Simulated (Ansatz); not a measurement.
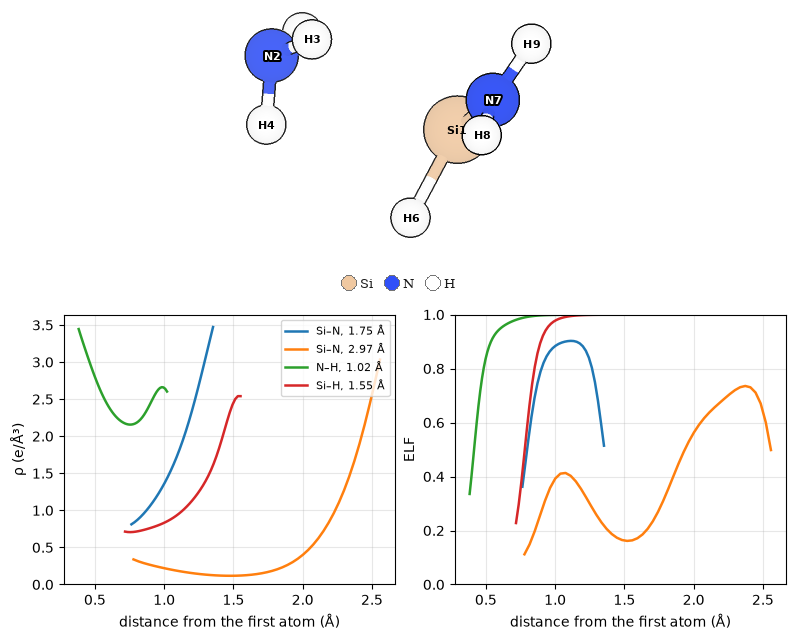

The picture shows: H3NSi···NH3. Electron density and ELF along straight lines between neighbouring atoms. The curves leave out the atomic cores. The structure is drawn too.

Computed with RKS PBE-D4/6-31G* in Ansatz 0.2.0.

The calculation's input:

```
crystal:
  periodic: [false, false, false]
  atoms:
    - { symbol: Si, position_ang: [-0.013086, 0.191067, -0.754537] }
    - { symbol: "N", position_ang: [1.58165, -0.155841, 1.78421] }
    - { symbol: H, position_ang: [0.734193, -0.739548, 1.814825] }
    - { symbol: H, position_ang: [1.286261, 0.829549, 1.803568] }
    - { symbol: H, position_ang: [2.038725, -0.324044, 0.862344] }
    - { symbol: H, position_ang: [-0.999908, 0.95033, 0.169123] }
    - { symbol: "N", position_ang: [-0.919386, -1.296182, -0.658726] }
    - { symbol: H, position_ang: [-1.784293, -1.455236, -0.137099] }
    - { symbol: H, position_ang: [-0.634157, -2.129594, -1.182908] }
basis:
  gaussian: { orbitals: "6-31G*" }
hamiltonian:
  xc: pbe
  dispersion: d4
relax:
  f_tol: 0.03
  max_steps: 50
output:
  orbitals: {}
```

Launched as:

```sh
ansatz run input.yaml --threads 1 --pin off --max-ram 2048MiB --backend cpu --events-out ev --progress --plain --runs-dir out
```

The fields are those of the relaxed geometry.

Q: What can be read from the curves?

A: Si–N (1.75 Å): ρ is about 1 e/Å³ halfway; the ELF peaks at about 0.90 between the atoms, as expected for a polar covalent bond.
Si1···N2 (2.97 Å): the density falls to about 0.12 e/Å³ on the way; the ELF is about 0.15 at the midpoint.
N–H (1.02 Å): ρ at the midpoint is about 2.7 e/Å³; the ELF climbs to about 1 towards the hydrogen, as it does in any bond to H (an ordinary covalent bond to hydrogen).
Si–H (1.55 Å): ρ at the midpoint is about 0.71 e/Å³; the ELF climbs to about 1 towards the hydrogen.
